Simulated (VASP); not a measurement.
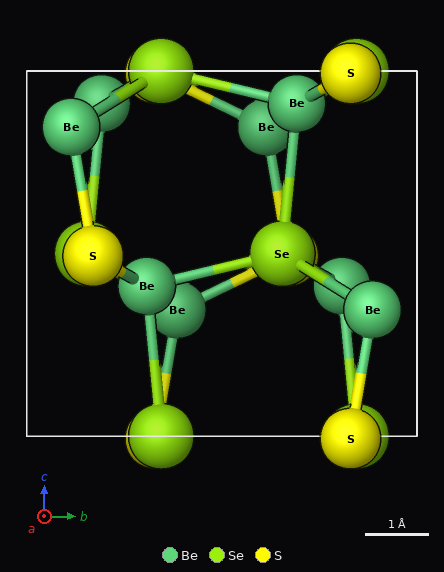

Starting structure of solid Be3Se2S (a generated structure, set up in Cmc2_1). The picture is a ball-and-stick view of the conventional cell (2 times the calculation's cell), seen along the a axis. Lengths and directions refer to the drawn axes.

The run lets cell and atoms move.

The calculation used Kohn-Sham DFT of a periodic cell, PBE, VASP PAW PBE potentials, recommended in VASP 6.6.1.

Input file:
```
SYSTEM = Be3Se2S
PREC = Normal
ENCUT = 520
EDIFF = 1E-4
ISMEAR = 0
SIGMA = 0.15
LREAL = Auto
LASPH = .TRUE.
NELM = 60
ALGO = Fast
ISIF = 3
LWAVE = .FALSE.
LCHARG = .FALSE.
GGA = PE
IBRION = 2
NSW = 24
EDIFFG = -0.08
```

Run as
```bash
cat potpaw_PBE.64/Be/POTCAR potpaw_PBE.64/Se/POTCAR potpaw_PBE.64/S/POTCAR > POTCAR
mpirun -np 1 vasp_std > vasp.out
```

The structure:
```xyz
12
Lattice="5.4000 -3.1000 0.0000 5.4000 3.1000 0.0000 0.0000 0.0000 5.8000" Properties=species:S:1:pos:R:3 pbc="T T T"
Be    3.8383    1.1923    5.2850
Be    6.9617    1.1923    5.2850
Be    5.4000   -2.3932    4.9097
Be    3.8383   -1.1923    2.3850
Be    6.9617   -1.1923    2.3850
Be    5.4000    2.3932    2.0097
Se    3.5143    0.9616    2.9000
Se    7.2857   -0.9616    0.0000
Se    7.2857    0.9616    2.9000
Se    3.5143   -0.9616    0.0000
S     5.4000    2.0441    5.7629
S     5.4000   -2.0441    2.8629
```

> Where does the relaxation end?

The largest moves relative to the cell, 0.27 Å, are those of Be atoms. By element the largest moves are Be 0.27 Å, Se 0.14 Å, S 0.08 Å. The volume changes by +1.3 %, with a 10.800 → 10.737 Å (−0.6 %), b 6.200 → 6.205 Å (+0.1 %), c 5.800 → 5.904 Å (+1.8 %). Some distances before and after: Be–Se 2.529 → 2.246 Å, Be–S 1.842 → 2.113 Å, Be–Se 2.418 → 2.245 Å, Be–S 1.958 → 2.126 Å. Among the angles between lasting bonds that change: S–Be–S 125.5° → 114.1°, Se–Be–Se 96.6° → 107.2°, Be–Se–Be 118.8° → 109.2°. The space group stays Cmc2_1 (No. 36). After 8 geometry steps the energy has fallen by 251 meV per atom. The largest force component goes from 3.2 to 0.07 eV/Å. The pressure goes from 5.19 to 0.00 GPa.

History of the run:

```tsv
step	E − E(0), meV/atom	largest force component, eV/Å	pressure, GPa	volume, Å³/atom
0	0.00	3.1878	5.19	16.182
1	-187.55	1.0860	-3.30	17.436
2	-187.67	1.0469	-3.45	17.476
3	-239.46	0.5771	-1.17	16.740
4	-247.33	0.4058	0.08	16.401
5	-247.46	0.3989	0.28	16.351
6	-250.04	0.1610	-0.09	16.414
7	-250.32	0.1028	-0.22	16.443
8	-250.94	0.0698	0.00	16.390
```

The end point in the same view:

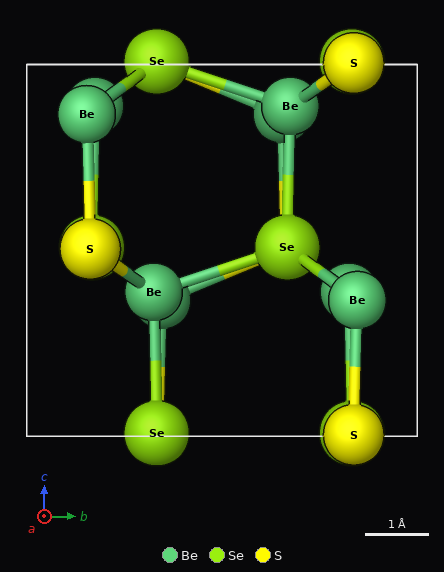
